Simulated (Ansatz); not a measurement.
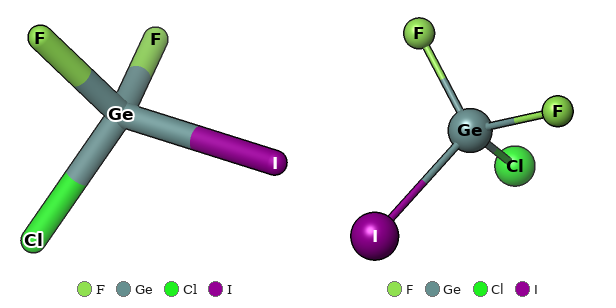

Both panels show the same species.

Description:

The molecule is GeIClF₂. Its SMILES string is `[F][Ge]([F])([Cl])[I]`. This geometry has Cs symmetry. Coordination: 1 Ge tetrahedral.

More results for the same structure follow; atom numbers are the same in all pictures, views and colours differ. The computed structure is the end point of a PBE0-D4/def2-TZVP optimisation.

Shape

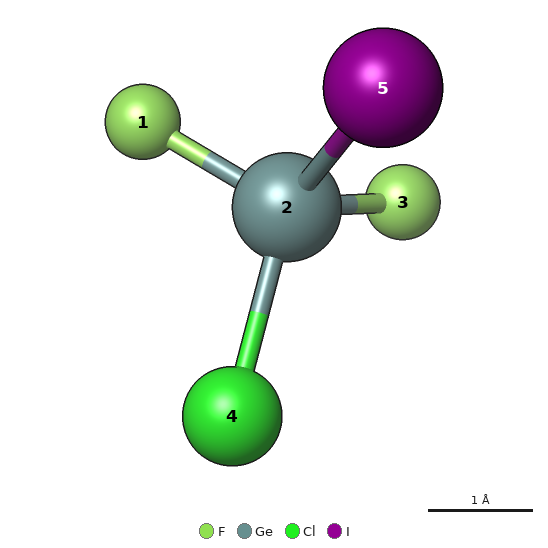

Atoms carry their numbers in the input.

Which atoms are bonded, and how long are the bonds?

| bond | length (Å) |
| --- | --- |
| F1–Ge2 | 1.711 |
| Ge2–F3 | 1.711 |
| Ge2–Cl4 | 2.107 |
| Ge2–I5 | 2.454 |

Vibrations

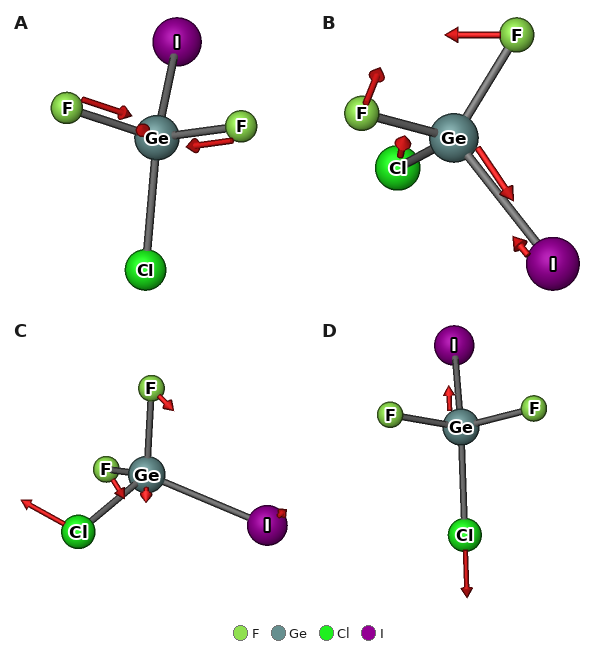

4 normal modes of one molecule or complex, as arrows. Harmonic vibrations computed with RKS PBE0-D4/def2-TZVP, core potentials on I (Ansatz 0.2.0) at a stationary point of the same level.

Match the panels to the wavenumbers 104 cm⁻¹, 295 cm⁻¹, 460 cm⁻¹, 732 cm⁻¹.

A: 732 cm⁻¹, in-phase stretching of 2 Ge–F bonds
B: 295 cm⁻¹
C: 104 cm⁻¹, Cl–Ge–I bending
D: 460 cm⁻¹, Ge–Cl stretching

Charges

The questions are on Mulliken charges. Level of theory: RKS ωB97M-V/def2-TZVPP, core potentials on I (Ansatz 0.2.0).

List the Mulliken charges.

```json
{"atom": "F1", "value (e)": "−0.33"}
{"atom": "Ge2", "value (e)": "0.95"}
{"atom": "F3", "value (e)": "−0.33"}
{"atom": "Cl4", "value (e)": "−0.20"}
{"atom": "I5", "value (e)": "−0.10"}
```

Electronic properties

Properties computed with RKS PBE-D4/def2-TZVPP, core potentials on I (Ansatz 0.2.0).

Estimate the HOMO–LUMO gap.

4.17 eV.

Give the dipole moment at this level.

1.94 D.

What is the HOMO energy (Kohn–Sham orbital)?

−7.50 eV.

Mulliken values depend strongly on the basis set and can even reverse the polarity of a bond.
